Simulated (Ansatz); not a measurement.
# SnH3O (SMILES [OH][SnH2]): U-revPBE/STO-3G

Aim: the energy change on altering one bond length of SnH3O at U-revPBE/STO-3G, from 2 runs. 

Program for the calculation: Ansatz 0.2.0.

58 further runs of the same task are left out: 7 that didn't finish, 51 set aside as unsound or not needed.

### Step 1. The structure to begin with

The species is SnH3O (5 atoms), meant as a doublet with charge 0. As SMILES, `[OH][SnH2]`. The shape is that of a PBE0-D4/def2-TZVP optimisation. This is one conformer, not always the lowest.

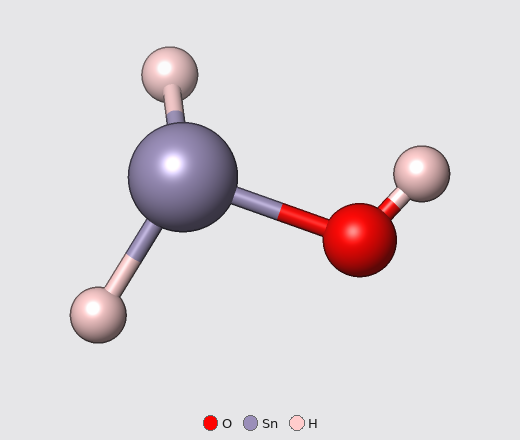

The structure, seen from a chosen angle (oxygen red, tin purple, hydrogen pink).

### Step 2. The energy at U-revPBE/STO-3G

input.yaml

```yaml
crystal:
  periodic: [false, false, false]
  atoms:
    - symbol: O
      position_ang: [0.707400, -0.732900, 0.861900]
    - symbol: Sn
      position_ang: [0.104500, 0.308800, -0.705500]
    - symbol: H
      position_ang: [0.368600, -1.631300, 0.873200]
    - symbol: H
      position_ang: [-1.606800, 0.061300, -0.845900]
    - symbol: H
      position_ang: [0.476300, 1.920400, -0.224900]
basis:
  gaussian: {orbitals: STO-3G}
magnetization: {spin_polarized: true, initial_magnetization: 1}
hamiltonian: {xc: {name: revPBE}}
accuracy: high
```

Launch:

```bash
ansatz run input.yaml --threads 1 --pin off --max-ram 2610MiB --events-out events.jsonl --progress --plain --runs-dir runs
```

Standard output:

```text
Warning: RAYON_NUM_THREADS=1 ignored (pool sized by the plan → 1); use --threads N
Functional definition: revPBE
  name "revPBE"
  parameter kappa = 1.245
  parameter beta = 0.06672455060314922
  exchange = pbe_x(kappa = kappa, mu = beta*pi^2/3)
  correlation = pbe_c(beta = beta)
640 factors; integrals over basis functions are off by at most 4.8e-9 eV
mean field evaluation 1: about -164379.3429 eV, gradient 1.3e1 eV
mean field evaluation 2: about -164366.4031 eV, gradient 4.4e1 eV
mean field evaluation 4: about -164380.7481 eV, gradient 1.0e0 eV
mean field evaluation 8: about -164380.6734 eV, gradient 8.7e-2 eV
mean field evaluation 16: about -164380.6734 eV, gradient 7.3e-7 eV
mean field -164380.67342384 eV, -6040.8783271037 hartree, gradient 2.6e-8 eV, S^2 0.750686; 0 other end points of the search recorded, 0 dependent functions left out
reference -164380.67342622 eV, -6040.8783271913 hartree; 31, 30 occupied and 4, 5 virtual orbitals, 640 factors
Total energy: -164380.67342622 eV, -6040.8783271913 hartree
```

Wall time 2.9 s (1 thread of Arm Neoverse V2, shared host); peak memory 0.14 GiB.

### Step 3. The distorted shape at the same level

input.yaml

```yaml
crystal:
  periodic: [false, false, false]
  atoms:
    - symbol: O
      position_ang: [0.614456, -1.135773, 0.741758]
    - symbol: Sn
      position_ang: [0.011556, -0.094073, -0.825642]
    - symbol: H
      position_ang: [0.275656, -2.034173, 0.753058]
    - symbol: H
      position_ang: [-1.699744, -0.341573, -0.966042]
    - symbol: H
      position_ang: [0.476300, 1.920400, -0.224900]
basis:
  gaussian:
    orbitals: STO-3G
magnetization:
  spin_polarized: true
  initial_magnetization: 1
hamiltonian:
  xc: {name: revPBE}
accuracy: high
```

Launch:

```bash
ansatz run input.yaml --threads 1 --pin off --max-ram 2610MiB --events-out events.jsonl --progress --plain --runs-dir runs
```

Standard output (excerpt; [...] marks lines left out):

```text
Warning: RAYON_NUM_THREADS=1 ignored (pool sized by the plan → 1); use --threads N
[... 6 set-up lines as earlier in the session ...]
640 factors; integrals over basis functions are off by at most 4.8e-9 eV
mean field evaluation 1: about -164377.8481 eV, gradient 1.4e1 eV
mean field evaluation 2: about -164364.1172 eV, gradient 4.5e1 eV
mean field evaluation 4: about -164379.6025 eV, gradient 1.8e0 eV
mean field evaluation 8: about -164379.5472 eV, gradient 9.8e-2 eV
mean field evaluation 16: about -164379.5473 eV, gradient 2.6e-6 eV
mean field -164379.54732848 eV, -6040.8369438625 hartree, gradient 1.1e-8 eV, S^2 0.750913; 0 other end points of the search recorded, 0 dependent functions left out
reference -164379.54733092 eV, -6040.8369439523 hartree; 31, 30 occupied and 4, 5 virtual orbitals, 640 factors
Total energy: -164379.54733092 eV, -6040.8369439523 hartree
```

Run time: 2.9 s. Hardware: 1 thread of Arm Neoverse V2, shared host; peak memory 0.14 GiB.

### Step 4. What came out

At U-revPBE/STO-3G:

| quantity | value |
| --- | --- |
| first shape: total energy | -6040.87833 Eh |
| first shape: ⟨S²⟩ | 0.751 |
| distorted shape: total energy | -6040.83694 Eh |
| distorted shape: ⟨S²⟩ | 0.751 |
| energy change with the Sn2–H5 bond stretched from 1.722 to 2.153 Å | 1.126 eV |

With the Sn2–H5 bond stretched from 1.722 to 2.153 Å the energy rises by 1.13 eV (26 kcal/mol). The first shape isn't relaxed at this level, so the change isn't measured from a minimum. The minimal basis adds a large error of its own. Relativity is left out (first shape) although the molecule holds a heavy atom. Relativity is left out (distorted shape) although the molecule holds a heavy atom.
